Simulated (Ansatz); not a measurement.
# revPBE/STO-3G run of CSe (SMILES [C][Se])

What is the vertical singlet–triplet gap of CSe at revPBE/STO-3G? 

The results are computed with Ansatz 0.2.0.

47 further runs of the same task are left out: 17 that didn't finish, 30 set aside as unsound or not needed.

### Step 1. Starting point

CSe: 2 atoms, total charge 0, spin state singlet. SMILES: `[C][Se]`. The shape is that of a PBE0-D4/def2-TZVP optimisation.

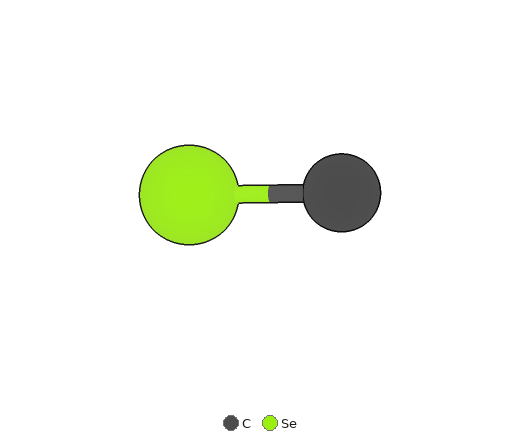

Viewed from a chosen angle; carbon dark grey, selenium green.

### Step 2. The energy at revPBE/STO-3G

Contents of input.yaml:

```yaml
crystal:
  periodic: [false, false, false]
  atoms:
    - symbol: C
      position_ang: [0.000000, 0.000000, -0.008520]
    - symbol: Se
      position_ang: [-0.000000, -0.000000, 1.662780]
basis:
  gaussian:
    orbitals: STO-3G
hamiltonian:
  xc: {name: revPBE}
accuracy: high
```

Command:

```bash
$ ansatz run input.yaml --threads 1 --pin off --max-ram 3480MiB --events-out events.jsonl --progress --plain --runs-dir runs
```

Output:

```text
Warning: RAYON_NUM_THREADS=1 ignored (pool sized by the plan → 1); use --threads N
Functional definition: revPBE
  name "revPBE"
  parameter kappa = 1.245
  parameter beta = 0.06672455060314922
  exchange = pbe_x(kappa = kappa, mu = beta*pi^2/3)
  correlation = pbe_c(beta = beta)
300 factors; integrals over basis functions are off by at most 1.0e-8 eV
mean field evaluation 1: about -65638.6665 eV, gradient 7.8e0 eV
mean field evaluation 2: about -65637.0278 eV, gradient 2.3e1 eV
mean field evaluation 4: about -65638.9182 eV, gradient 9.4e-1 eV
mean field evaluation 8: about -65638.8988 eV, gradient 5.9e-4 eV
mean field evaluation 16: about -65638.8988 eV, gradient 1.8e-9 eV
mean field -65638.89878896 eV, -2412.1850388506 hartree, gradient 1.8e-9 eV, S^2 0.000000; 0 other end points of the search recorded, 0 dependent functions left out
reference -65638.89879044 eV, -2412.1850389050 hartree; 20, 20 occupied and 3, 3 virtual orbitals, 300 factors
Total energy: -65638.89879044 eV, -2412.1850389050 hartree
```

It took 0.38 s on 1 thread of Intel Xeon 6975P-C (Granite Rapids), shared host.

### Step 3. The triplet at the same level

Contents of input.yaml:

```yaml
crystal:
  periodic: [false, false, false]
  atoms:
    - {symbol: C, position_ang: [0.000000, 0.000000, -0.008520]}
    - {symbol: Se, position_ang: [-0.000000, -0.000000, 1.662780]}
basis:
  gaussian:
    orbitals: STO-3G
accuracy: high
hamiltonian:
  xc: {name: revPBE}
magnetization:
  spin_polarized: true
  initial_magnetization: 2
```

Command:

```bash
$ ansatz run input.yaml --threads 1 --pin off --max-ram 3480MiB --events-out events.jsonl --progress --plain --runs-dir runs
```

Output, cut to the lines that bear on the results:

```text
Warning: RAYON_NUM_THREADS=1 ignored (pool sized by the plan → 1); use --threads N
[... 6 set-up lines as earlier in the session ...]
300 factors; integrals over basis functions are off by at most 1.0e-8 eV
mean field evaluation 1: about -65635.4389 eV, gradient 4.8e0 eV
mean field evaluation 2: about -65634.7125 eV, gradient 1.1e1 eV
mean field evaluation 4: about -65635.8147 eV, gradient 3.0e-1 eV
mean field evaluation 8: about -65635.8017 eV, gradient 7.2e-3 eV
mean field evaluation 16: about -65635.8017 eV, gradient 1.8e-8 eV
mean field evaluation 32: about -65633.9014 eV, gradient 1.1e-4 eV
mean field evaluation 64: about -65633.2716 eV, gradient 7.0e-2 eV
mean field -65635.80169905 eV, -2412.0712228957 hartree, gradient 2.7e-8 eV, S^2 2.033370; 8 other end points of the search recorded, 0 dependent functions left out
reference -65635.80170057 eV, -2412.0712229518 hartree; 21, 19 occupied and 2, 4 virtual orbitals, 300 factors
Total energy: -65635.80170057 eV, -2412.0712229518 hartree
```

It took 1.9 s on 1 thread of Intel Xeon 6975P-C (Granite Rapids), shared host.

### Step 4. What came out

At revPBE/STO-3G:

| quantity | value |
| --- | --- |
| singlet: total energy | -2412.18504 Eh |
| triplet: total energy | -2412.07122 Eh |
| triplet: ⟨S²⟩ | 2.033 |
| vertical energy of the triplet above the singlet | 3.097 eV |

What this shows: At this shape the triplet lies 3.10 eV (71 kcal/mol) above the singlet. In a minimal basis such a difference can be off by several eV, whatever the method.
